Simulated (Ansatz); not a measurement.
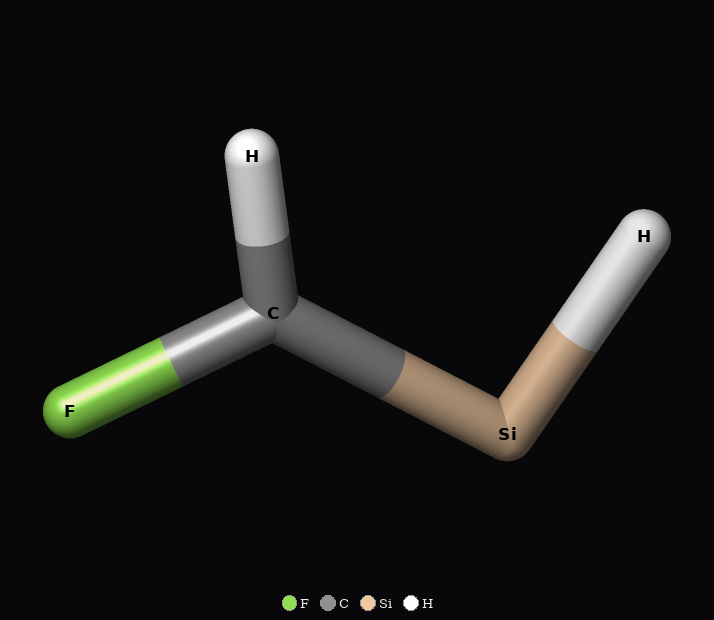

Starting geometry of the run.

Ansatz 0.2.0 input:

```yaml
crystal:
  periodic: [false, false, false]
  atoms:
    - {symbol: F, position_ang: [-0.536739, -1.611095, 0.723817]}
    - {symbol: C, position_ang: [-0.275371, -0.385499, 0.098233]}
    - {symbol: Si, position_ang: [1.229093, 0.507103, 0.312820]}
    - {symbol: H, position_ang: [-1.153270, -0.137917, -0.502769]}
    - {symbol: H, position_ang: [0.736276, 1.627407, -0.632102]}
basis:
  gaussian: {orbitals: "def2-TZVPPD.json"}
total_charge: -1
correlation: {method: ccsd_t}
```

It was started with:

```sh
ansatz run in.yaml --threads 2 --pin off --events-out ev --progress --plain --max-ram 4352MiB
```

Result:

```
Functional definition: HF
  name "HF"
  cite "Fock, Z. Phys. 61, 126 (1930) doi:10.1007/BF01340294"
  parent pbe
  exchange = exact_x
  correlation = 0
948 factors; integrals over basis functions are off by at most 9.4e-4 eV
mean field evaluation 1: about -11626.8868 eV, gradient 3.3e1 eV
mean field evaluation 2: about -11626.8896 eV, gradient 3.3e1 eV
mean field evaluation 4: about -11629.8709 eV, gradient 3.0e0 eV
mean field evaluation 8: about -11629.9426 eV, gradient 2.5e-1 eV
mean field evaluation 16: about -11629.8686 eV, gradient 3.0e0 eV
mean field -11629.94335415 eV, -427.3925352062 hartree, gradient 6.6e-6 eV, S^2 0.000000; 0 other end points of the search recorded, 0 dependent functions left out; unrestricted orbitals would lower it
7 core orbitals not correlated: weight in the atoms' cores, before any rotation towards them, 1.000 or more for the frozen orbitals, at most 0.000 for the correlated occupied ones
reference -11629.94335415 eV, -427.3925352062 hartree; 9, 9 occupied and 143, 143 virtual orbitals, 948 factors
second order -14.89881053 eV of doubles, -0.00000000 eV of singles
cycle   1  -14.98912507 eV  change   -9.0e-2 eV  update   1.0e-1
cycle   2  -15.40778017 eV  change   -4.2e-1 eV  update   3.7e-2
cycle   3  -15.52295099 eV  change   -1.2e-1 eV  update   2.1e-2
cycle   4  -15.51281019 eV  change    1.0e-2 eV  update   6.2e-3
cycle   5  -15.50950725 eV  change    3.3e-3 eV  update   3.4e-3
cycle   6  -15.51121269 eV  change   -1.7e-3 eV  update   1.2e-3
cycle   7  -15.51088817 eV  change    3.2e-4 eV  update   5.7e-4
cycle   8  -15.51065167 eV  change    2.4e-4 eV  update   2.2e-4
cycle   9  -15.51072929 eV  change   -7.8e-5 eV  update   8.8e-5
cycle  10  -15.51077124 eV  change   -4.2e-5 eV  update   3.3e-5
cycle  11  -15.51073718 eV  change    3.4e-5 eV  update   1.3e-5
cycle  12  -15.51074281 eV  change   -5.6e-6 eV  update   5.1e-6
perturbative correction -0.69500489 eV, -0.0255409588 hartree
Total energy: -11646.14910185 eV, -427.9880854496 hartree
```
